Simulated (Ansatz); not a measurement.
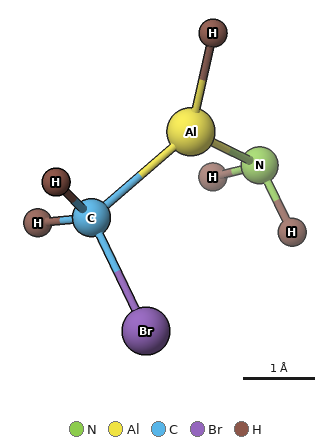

Fig. 1: The starting structure (ball-and-stick view, seen at a tilt). Sticks mark near contacts. Bond lengths as drawn: Al–C 1.99 Å, Al–H 1.63 Å, Al–N 1.85 Å, Br–C 1.87 Å, C–H 1.08 to 1.15 Å and H–N 1.07 to 1.09 Å.

Run report: CH₅AlBrN, geometry relaxation

- system: CH₅AlBrN, SMILES [NH2][AlH][CH2]Br
- method: RKS PBE-D4/def2-SVP (Ansatz 0.2.0)

The geometry: force-field start.

Log:
```
Functional definition: PBE
  name "PBE"
  cite "Perdew, Burke & Ernzerhof, Phys. Rev. Lett. 77, 3865 (1996) doi:10.1103/PhysRevLett.77.3865"
  parent pbe
  parameter kappa = 0.804
  parameter beta = 0.06672455060314922
  exchange = pbe_x(kappa = kappa, mu = beta*pi^2/3)
  correlation = pbe_c(beta = beta)
1158 factors; their error is unknown
mean field evaluation 1: about -79207.7551 eV, gradient 7.9e1 eV
mean field evaluation 2: about -79139.4543 eV, gradient 1.5e2 eV
mean field evaluation 4: about -79220.7377 eV, gradient 2.0e1 eV
mean field evaluation 8: about -79221.7396 eV, gradient 7.7e-2 eV
mean field evaluation 16: about -79221.6478 eV, gradient 9.5e-5 eV
mean field -79221.64776716 eV, -2911.3418570818 hartree, gradient 1.6e-5 eV, S^2 0.000000; 0 other end points of the search recorded, 0 dependent functions left out
the calculation of the forces begins
reference -79221.64780678 eV, -2911.3418585378 hartree; 33, 33 occupied and 70, 70 virtual orbitals, 1158 factors
relax step   1: F+E_penalty+E_count = -79221.82727943 eV  Δ(F+E_penalty+E_count) = +0.000e0 eV  max|allowed force component| = 3.047e0 eV/Å  Δτ_max = 0.0000 Å  (29 SCF iters, accepted)
these checks for a lower state are left out or cut short: starts, cluster_reference, orbital_swaps, neighbouring_geometries, increment
1158 factors; their error is unknown
mean field -79221.91385835 eV, -2911.3516357524 hartree, gradient 1.4e-5 eV, S^2 0.000000; 0 other end points of the search recorded, 0 dependent functions left out
[... from here on the field's lines of each further geometry are left out, up to the last ...]
relax step   2: F+E_penalty+E_count = -79222.09194743 eV  Δ(F+E_penalty+E_count) = -2.647e-1 eV  max|allowed force component| = 1.116e0 eV/Å  Δτ_max = 0.1233 Å  (28 SCF iters, accepted)
relax step   3: F+E_penalty+E_count = -79222.20086734 eV  Δ(F+E_penalty+E_count) = -1.089e-1 eV  max|allowed force component| = 4.338e-1 eV/Å  Δτ_max = 0.2000 Å  (33 SCF iters, accepted)
relax step   4: F+E_penalty+E_count = -79222.27319407 eV  Δ(F+E_penalty+E_count) = -7.233e-2 eV  max|allowed force component| = 5.543e-1 eV/Å  Δτ_max = 0.1928 Å  (29 SCF iters, accepted)
relax step   5: F+E_penalty+E_count = -79222.32674798 eV  Δ(F+E_penalty+E_count) = -5.355e-2 eV  max|allowed force component| = 5.416e-1 eV/Å  Δτ_max = 0.1943 Å  (28 SCF iters, accepted)
relax step   6: F+E_penalty+E_count = -79222.34389245 eV  Δ(F+E_penalty+E_count) = -1.714e-2 eV  max|allowed force component| = 6.100e-1 eV/Å  Δτ_max = 0.1641 Å  (29 SCF iters, accepted)
relax step   7: F+E_penalty+E_count = -79222.40553853 eV  Δ(F+E_penalty+E_count) = -6.165e-2 eV  max|allowed force component| = 2.635e-1 eV/Å  Δτ_max = 0.2000 Å  (34 SCF iters, accepted)
relax step   8: F+E_penalty+E_count = -79222.44813616 eV  Δ(F+E_penalty+E_count) = -4.260e-2 eV  max|allowed force component| = 1.070e0 eV/Å  Δτ_max = 0.1952 Å  (28 SCF iters, accepted)
relax step   9: F+E_penalty+E_count = -79222.50974967 eV  Δ(F+E_penalty+E_count) = -6.161e-2 eV  max|allowed force component| = 1.157e0 eV/Å  Δτ_max = 0.1949 Å  (26 SCF iters, accepted)
relax step  10: F+E_penalty+E_count = -79222.58315815 eV  Δ(F+E_penalty+E_count) = -7.341e-2 eV  max|allowed force component| = 9.589e-1 eV/Å  Δτ_max = 0.2000 Å  (34 SCF iters, accepted)
relax step  11: F+E_penalty+E_count = -79222.62806204 eV  Δ(F+E_penalty+E_count) = -4.490e-2 eV  max|allowed force component| = 3.674e-1 eV/Å  Δτ_max = 0.2000 Å  (33 SCF iters, accepted)
relax step  12: F+E_penalty+E_count = -79222.65651698 eV  Δ(F+E_penalty+E_count) = -2.845e-2 eV  max|allowed force component| = 1.014e-1 eV/Å  Δτ_max = 0.1076 Å  (29 SCF iters, accepted)
relax step  13: F+E_penalty+E_count = -79222.66647803 eV  Δ(F+E_penalty+E_count) = -9.961e-3 eV  max|allowed force component| = 1.393e-1 eV/Å  Δτ_max = 0.2000 Å  (29 SCF iters, accepted)
relax step  14: F+E_penalty+E_count = -79222.66214145 eV  Δ(F+E_penalty+E_count) = +4.337e-3 eV  max|allowed force component| = 2.511e-1 eV/Å  Δτ_max = 0.0617 Å  (29 SCF iters, rejected (line search))
the calculation of the forces begins
reference -79222.48911845 eV, -2911.3727761711 hartree; 33, 33 occupied and 70, 70 virtual orbitals, 1158 factors
relax step  15: F+E_penalty+E_count = -79222.66925567 eV  Δ(F+E_penalty+E_count) = -2.778e-3 eV  max|allowed force component| = 2.342e-2 eV/Å  Δτ_max = 0.0299 Å  (30 SCF iters, accepted)
1158 factors; their error is unknown
mean field evaluation 128: about -79222.5770 eV, gradient 1.3e0 eV
```

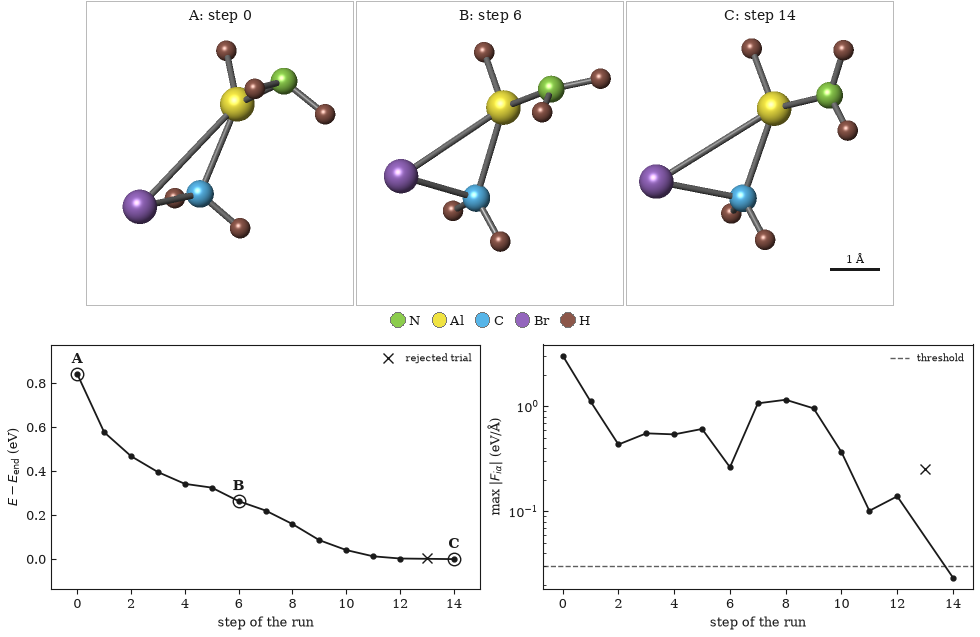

Fig. 2: Frames of the relaxation (ball-and-stick view, seen at a tilt) above the curves, on which the letters mark them (the first geometry is step 0 here and step 1 in the log).

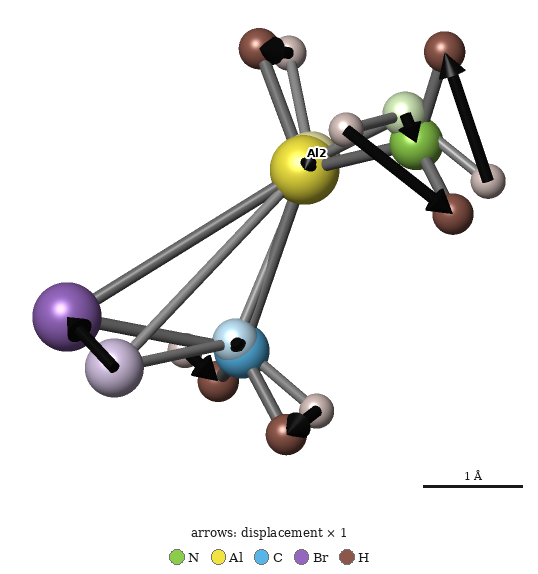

Fig. 3: Start (faint) and end (solid) with the displacements as black arrows, at true length (ball-and-stick view, seen at a tilt). The two geometries are laid on each other by the best rigid fit. The atom that moves furthest after the best rigid fit is H5 (1.41 Å). By element the largest moves are H 1.41 Å, Br 0.92 Å, N 0.32 Å, Al 0.15 Å, C 0.14 Å. Among the contacts that change: Al2–Br4 3.148 → 2.885 Å, C3–Br4 1.867 → 2.011 Å, N1–H6 1.086 → 1.023 Å, N1–Al2 1.845 → 1.785 Å. Among the angles that change: Br4–Al2–H7 130.3° → 105.3°, N1–Al2–Br4 100.3° → 117.9°, Al2–C3–Br4 109.2° → 92.8°. The energy falls by 0.842 eV in 14 geometry steps. The largest force component goes from 3 to 0.023 eV/Å. The line search rejected the trial step at point 13 (counted from 0) and went back. (Atoms are counted from 1 in the order of the input.)

```
mean field -79222.48907817 eV, -2911.3727746909 hartree, gradient 2.4e-5 eV, S^2 0.000000; 1 other end points of the search recorded, 0 dependent functions left out
the calculation of the forces begins
reference -79222.48911845 eV, -2911.3727761711 hartree; 33, 33 occupied and 70, 70 virtual orbitals, 1158 factors
Total energy: -79222.66929595 eV, -2911.3793975721 hartree
Atom 0 at    -0.493102     1.625268    -0.615348 Å, force     0.006431     0.009724    -0.010025 eV/Å
Atom 1 at     0.653135     0.352880    -0.113512 Å, force     0.009895     0.013861    -0.000334 eV/Å
Atom 2 at    -0.044962    -1.226200     0.842730 Å, force    -0.000006    -0.011766    -0.001792 eV/Å
Atom 3 at     0.027648    -2.377275    -0.804533 Å, force    -0.004329    -0.000023     0.023420 eV/Å
Atom 4 at    -1.501490     1.623282    -0.446187 Å, force     0.001225     0.006897    -0.003668 eV/Å
Atom 5 at    -0.246440     2.413223    -1.219338 Å, force    -0.010086    -0.010317     0.010632 eV/Å
Atom 6 at     2.203667     0.521310    -0.428886 Å, force     0.000493     0.002688    -0.001209 eV/Å
Atom 7 at    -1.099576    -1.242307     1.176555 Å, force    -0.005042    -0.005667    -0.006289 eV/Å
Atom 8 at     0.589521    -1.736481     1.591419 Å, force     0.001419    -0.005398    -0.010735 eV/Å
Dipole moment:    -0.281503     0.249266     0.182421 e Å
```

Trajectory as extended XYZ (Å, eV, eV/Å), 15 frames, from step=1 to step=15:
```
9
Properties=species:S:1:pos:R:3:forces:R:3 step=1 energy=-79221.82728
N    -0.3049    1.6802   -0.9014   -1.7165  -0.2363   0.4007
Al    0.7799    0.4117   -0.1150    0.0349   0.1550  -0.2982
C    -0.0447   -1.1896    0.7385    3.0474   0.4227   1.0307
Br   -0.9663   -2.1698   -0.5554   -0.9369  -0.8238  -1.0492
H    -0.9292    1.2202   -1.6444    0.7638   0.7530   1.0571
H    -1.0064    2.0681   -0.1680    1.1035  -0.6034  -1.3822
H     2.3954    0.6060   -0.1411   -0.3590  -0.0446   0.0072
H    -0.6371   -0.8547    1.5752   -1.0349   0.0092   0.7030
H     0.8017   -1.8184    1.1945   -0.9024   0.3680  -0.4689
9
Properties=species:S:1:pos:R:3:forces:R:3 step=2 energy=-79222.09195
N    -0.3027    1.6951   -0.9271   -0.7922  -0.2690   0.3557
Al    0.7549    0.4182   -0.1287   -0.0686   0.0519  -0.1214
C     0.0145   -1.1967    0.7820    0.9433   0.4819   1.1159
Br   -0.9266   -2.1849   -0.5605   -0.4593  -0.4653  -0.7291
H    -0.9602    1.2696   -1.6197    0.3457   0.2842   0.2954
H    -0.9491    2.1534   -0.2363    0.4867  -0.2011  -0.5346
H     2.3427    0.6123   -0.1662   -0.0340  -0.0146  -0.0229
H    -0.6862   -0.9524    1.6078   -0.1254  -0.0616  -0.0858
H     0.8012   -1.8608    1.2316   -0.2962   0.1937  -0.2732
9
Properties=species:S:1:pos:R:3:forces:R:3 step=3 energy=-79222.20087
N    -0.3334    1.6675   -0.8835   -0.2970   0.0245   0.2484
Al    0.7133    0.3950   -0.1096    0.1071   0.2381  -0.4338
C     0.0299   -1.1608    0.8570   -0.2428  -0.0964   0.2625
Br   -0.7435   -2.2384   -0.6204    0.0506   0.0675  -0.2297
H    -1.0129    1.3140   -1.5727    0.0478   0.0592   0.0333
H    -0.8741    2.2926   -0.2599    0.2054  -0.1174  -0.2161
H     2.2972    0.4854   -0.2800    0.0242   0.0188   0.0015
H    -0.8105   -1.0066    1.5626    0.1470  -0.0947   0.1034
H     0.8223   -1.7951    1.2896   -0.0424  -0.0996   0.2305
9
Properties=species:S:1:pos:R:3:forces:R:3 step=4 energy=-79222.27319
N    -0.3643    1.6324   -0.8756   -0.3150   0.3176   0.3532
Al    0.6967    0.3571   -0.1454    0.0720   0.0858  -0.2005
C     0.0343   -1.1527    0.9285   -0.5543   0.0607   0.0224
Br   -0.5980   -2.1639   -0.7228    0.2073   0.2806   0.2233
H    -1.0868    1.3244   -1.5353   -0.0402   0.0043  -0.0255
H    -0.8038    2.3620   -0.2799    0.2957  -0.3468  -0.3174
H     2.2789    0.4331   -0.3541   -0.0198  -0.0260  -0.0219
H    -0.8670   -1.0425    1.5800    0.3071  -0.1448  -0.1996
H     0.7983   -1.7962    1.3874    0.0471  -0.2315   0.1660
9
Properties=species:S:1:pos:R:3:forces:R:3 step=5 energy=-79222.32675
N    -0.3944    1.6026   -0.8773   -0.3906   0.5187   0.3788
Al    0.6890    0.3393   -0.1676    0.0696  -0.0343  -0.0785
C     0.0436   -1.1289    0.9967   -0.5416  -0.0798   0.0857
Br   -0.4526   -2.0447   -0.7718    0.1032   0.1349   0.0890
H    -1.1672    1.3157   -1.4904    0.0495   0.0218   0.0740
H    -0.7356    2.4100   -0.3118    0.2987  -0.5300  -0.4161
H     2.2665    0.3842   -0.4226   -0.0513  -0.0149   0.0079
H    -0.9201   -1.0905    1.5707    0.4600  -0.0189  -0.2392
H     0.7594   -1.8340    1.4569    0.0025   0.0025   0.0983
9
Properties=species:S:1:pos:R:3:forces:R:3 step=6 energy=-79222.34389
N    -0.4178    1.5808   -0.8761   -0.5670   0.4551   0.1847
Al    0.6802    0.3140   -0.1945    0.0540   0.0631   0.0234
C     0.0256   -1.1337    0.9970   -0.1366   0.0451   0.1621
Br   -0.3210   -2.0196   -0.8313   -0.0020  -0.0459   0.2330
H    -1.2819    1.2987   -1.3744    0.3731   0.1619   0.2864
H    -0.6251    2.4568   -0.3474    0.1872  -0.6100  -0.4651
H     2.2556    0.3499   -0.4501   -0.0285   0.0303   0.0218
H    -0.9601   -1.0952    1.5205    0.2397  -0.0765  -0.2675
H     0.7329   -1.7980    1.5391   -0.1199  -0.0231  -0.1788
9
Properties=species:S:1:pos:R:3:forces:R:3 step=7 energy=-79222.40554
N    -0.4428    1.5603   -0.8749   -0.1328   0.1218   0.1635
Al    0.6777    0.3232   -0.1785   -0.0289   0.1013   0.0592
C     0.0283   -1.1492    0.9820   -0.0872   0.0044   0.0896
Br   -0.3054   -2.0508   -0.8144   -0.0309  -0.1040  -0.0733
H    -1.3663    1.2916   -1.2358    0.0888   0.0660   0.1159
H    -0.5051    2.5177   -0.4954    0.0855  -0.2635  -0.2412
H     2.2501    0.4097   -0.4023    0.0404   0.0479   0.0035
H    -0.9635   -1.1198    1.4782    0.0815  -0.0095  -0.0645
H     0.7153   -1.8290    1.5240   -0.0162   0.0355  -0.0528
9
Properties=species:S:1:pos:R:3:forces:R:3 step=8 energy=-79222.44814
N    -0.4644    1.5317   -0.8536   -0.0697   0.8373   0.3055
Al    0.6814    0.3391   -0.1350   -0.0725   0.0346  -0.0193
C     0.0172   -1.1768    0.9566    0.0291   0.1306  -0.0607
Br   -0.3107   -2.0827   -0.8327   -0.0152  -0.0942   0.0224
H    -1.4307    1.2798   -1.1068    0.2257   0.1959   0.1656
H    -0.3986    2.5615   -0.6530   -0.0936  -1.0699  -0.3968
H     2.2510    0.4738   -0.3639    0.0271   0.0616   0.0468
H    -0.9651   -1.1356    1.4605   -0.0663  -0.0330  -0.0296
H     0.7083   -1.8371    1.5107    0.0355  -0.0631  -0.0340
9
Properties=species:S:1:pos:R:3:forces:R:3 step=9 energy=-79222.50975
N    -0.4847    1.5252   -0.8265    0.0517   0.8374   0.1984
Al    0.6765    0.3470   -0.1184   -0.0583   0.0735  -0.0045
C     0.0108   -1.1892    0.9402   -0.0626   0.0422  -0.1764
Br   -0.2983   -2.1297   -0.8363    0.0055  -0.0711   0.0288
H    -1.4865    1.3170   -0.9588    0.3386   0.2615   0.0989
H    -0.3056    2.5618   -0.8243   -0.2911  -1.1571  -0.1993
H     2.2485    0.5315   -0.3201   -0.0308   0.0476   0.0292
H    -0.9794   -1.1666    1.4332    0.0132  -0.0084  -0.0045
H     0.7071   -1.8433    1.4940    0.0338  -0.0256   0.0294
9
Properties=species:S:1:pos:R:3:forces:R:3 step=10 energy=-79222.58316
N    -0.4812    1.4881   -0.7148   -0.3249   0.9589  -0.2203
Al    0.7337    0.3695   -0.0942    0.0741  -0.2543   0.1373
C    -0.0182   -1.1736    0.8626    0.1081  -0.3107   0.1155
Br   -0.2919   -2.2148   -0.8422    0.0234  -0.0642   0.0229
H    -1.4932    1.3199   -0.7590    0.1941   0.0327   0.0739
H    -0.2850    2.4682   -0.9739   -0.1011  -0.4387  -0.0762
H     2.2884    0.6150   -0.3206    0.0225   0.0152   0.0419
H    -1.0164   -1.1174    1.3415    0.0681   0.0609  -0.0572
H     0.6522   -1.8013    1.4836   -0.0644   0.0002  -0.0380
9
Properties=species:S:1:pos:R:3:forces:R:3 step=11 energy=-79222.62806
N    -0.4930    1.5570   -0.6616    0.0363   0.0804   0.0405
Al    0.6985    0.3663   -0.0647    0.3641   0.3674  -0.2940
C     0.0161   -1.2233    0.8262   -0.2909  -0.2589   0.0993
Br   -0.2396   -2.3313   -0.8277    0.0141   0.0307   0.0355
H    -1.5072    1.4365   -0.5971    0.0088   0.0684  -0.0282
H    -0.2725    2.4262   -1.1619   -0.0422  -0.2077   0.0795
H     2.2559    0.6445   -0.2859   -0.0458  -0.0003  -0.0076
H    -0.9949   -1.0727    1.2510   -0.0540  -0.2009   0.0705
H     0.6251   -1.8496    1.5047    0.0096   0.1207   0.0045
9
Properties=species:S:1:pos:R:3:forces:R:3 step=12 energy=-79222.65652
N    -0.4941    1.5766   -0.6260    0.0549   0.0767  -0.0503
Al    0.7006    0.3585   -0.1045   -0.0836   0.0696   0.0523
C    -0.0261   -1.2207    0.8230    0.0046  -0.0290   0.1014
Br   -0.1559   -2.3582   -0.8179    0.0315  -0.0452  -0.0404
H    -1.5118    1.5093   -0.5443    0.0467  -0.0148   0.0188
H    -0.2485    2.4030   -1.1757   -0.0299   0.0197  -0.0248
H     2.2563    0.6240   -0.3368   -0.0466  -0.0448  -0.0240
H    -1.0517   -1.1629    1.2367    0.0150  -0.0001  -0.0237
H     0.6196   -1.7759    1.5285    0.0076  -0.0321  -0.0093
9
Properties=species:S:1:pos:R:3:forces:R:3 step=13 energy=-79222.66648
N    -0.4988    1.6100   -0.6213   -0.1161   0.1393  -0.0205
Al    0.6511    0.3517   -0.1076    0.1082  -0.0216  -0.0338
C    -0.0490   -1.2229    0.8454   -0.0127  -0.0072   0.0807
Br    0.0439   -2.3533   -0.8121   -0.0251  -0.0445   0.0137
H    -1.5074    1.6288   -0.4411    0.1128  -0.0152  -0.0185
H    -0.2406    2.4040   -1.2128   -0.0275  -0.0122   0.0031
H     2.2051    0.5058   -0.4386   -0.0639   0.0170   0.0256
H    -1.1058   -1.2406    1.1779    0.0507  -0.0288  -0.0355
H     0.5899   -1.7297    1.5930   -0.0266  -0.0267  -0.0146
9
Properties=species:S:1:pos:R:3:forces:R:3 step=14 energy=-79222.66214 accepted=F
N    -0.4854    1.6430   -0.6181    0.1542  -0.1709   0.0525
Al    0.6533    0.3589   -0.1180   -0.0246   0.0723   0.0064
C    -0.0365   -1.2189    0.8459   -0.0411  -0.2511  -0.0792
Br    0.0106   -2.4011   -0.7916    0.0304   0.0865   0.0032
H    -1.4872    1.6203   -0.4358   -0.1933   0.0483  -0.0020
H    -0.2601    2.4209   -1.2406    0.0163   0.0246  -0.0081
H     2.1991    0.5374   -0.4116    0.1018  -0.0069  -0.0387
H    -1.0933   -1.2484    1.1673   -0.0361   0.0604   0.0736
H     0.5880   -1.7585    1.5853   -0.0076   0.1368  -0.0076
9
Properties=species:S:1:pos:R:3:forces:R:3 step=15 energy=-79222.66926
N    -0.4931    1.6253   -0.6153    0.0064   0.0097  -0.0100
Al    0.6531    0.3529   -0.1135    0.0099   0.0139  -0.0003
C    -0.0450   -1.2262    0.8427    0.0000  -0.0118  -0.0018
Br    0.0276   -2.3773   -0.8045   -0.0043   0.0000   0.0234
H    -1.5015    1.6233   -0.4462    0.0012   0.0069  -0.0037
H    -0.2464    2.4132   -1.2193   -0.0101  -0.0103   0.0106
H     2.2037    0.5213   -0.4289    0.0005   0.0027  -0.0012
H    -1.0996   -1.2423    1.1766   -0.0050  -0.0057  -0.0063
H     0.5895   -1.7365    1.5914    0.0014  -0.0054  -0.0107
```

The run was set up as follows.

The input:
```yaml
crystal:
  periodic: [false, false, false]
  atoms:
    - {symbol: N, position_ang: [-0.304900, 1.680200, -0.901400]}
    - {symbol: Al, position_ang: [0.779900, 0.411700, -0.115000]}
    - {symbol: C, position_ang: [-0.044700, -1.189600, 0.738500]}
    - {symbol: Br, position_ang: [-0.966300, -2.169800, -0.555400]}
    - {symbol: H, position_ang: [-0.929200, 1.220200, -1.644400]}
    - {symbol: H, position_ang: [-1.006400, 2.068100, -0.168000]}
    - {symbol: H, position_ang: [2.395400, 0.606000, -0.141100]}
    - {symbol: H, position_ang: [-0.637100, -0.854700, 1.575200]}
    - {symbol: H, position_ang: [0.801700, -1.818400, 1.194500]}
basis:
  gaussian: {orbitals: def2-SVP}
hamiltonian: {xc: pbe, dispersion: d4}
relax: {f_tol: 0.03, max_steps: 200}
```

Launch command:
```bash
ansatz run in.yaml --threads 4 --pin off --events-out ev --progress --plain --max-ram 10444MiB
```

Results in brief:

| quantity | value |
| --- | --- |
| outcome | converged |
| total energy | −79222.6693 eV |
| mean-field energy | −79222.4891 eV |
| dispersion energy | −0.1802 eV |
| SCF solution under orbital rotations | stable |
| largest force (length of the vector) at the end | 0.024 eV/Å |
| dipole moment | 2.01 D |
| hardware | 4 CPU threads, shared host |
| wall time | 14 s (CPU time 44 s) |
| peak memory | 0.17 GiB |
